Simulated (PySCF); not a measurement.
SMILES C(CC)B(C)Cl, GFN2-xTB optimised geometry. Atoms within 1.6 Å of the plane z = 0.0 Å (x, y, z in Å): B1 (1.11, -0.55, 0.00), Cl2 (2.83, -0.55, 0.00), C3 (0.34, -1.93, 0.00), H4 (-0.33, -2.00, 0.85), H5 (0.99, -2.80, 0.01), H6 (-0.29, -2.01, -0.89), C7 (0.38, 0.85, 0.00), C8 (-1.15, 0.83, 0.03), C9 (-1.74, 2.24, 0.02), H10 (0.70, 1.42, -0.88), H11 (0.73, 1.44, 0.85), H12 (-1.53, 0.29, -0.84), H13 (-1.50, 0.30, 0.92), H14 (-1.40, 2.80, 0.89), H15 (-2.83, 2.20, 0.05), H16 (-1.43, 2.78, -0.87).

Computed with PBE0/def2-TZVP (PySCF). Cells within 0.4 Å of a nucleus heavier than hydrogen are left out (blank, or x).

Map of the deformation density (molecule minus spherical neutral atoms) (e/bohr³) on the plane z = 0.0 Å:

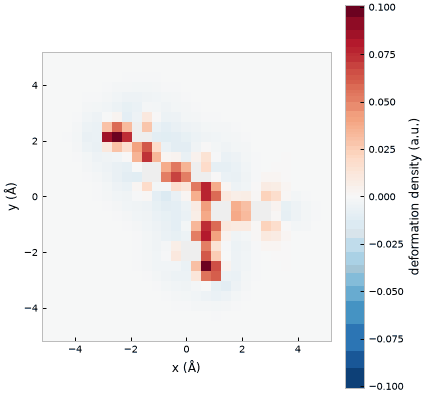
Figure: Deformation density (molecule minus spherical neutral atoms) (e/bohr³) on the plane z = 0.0 Å.
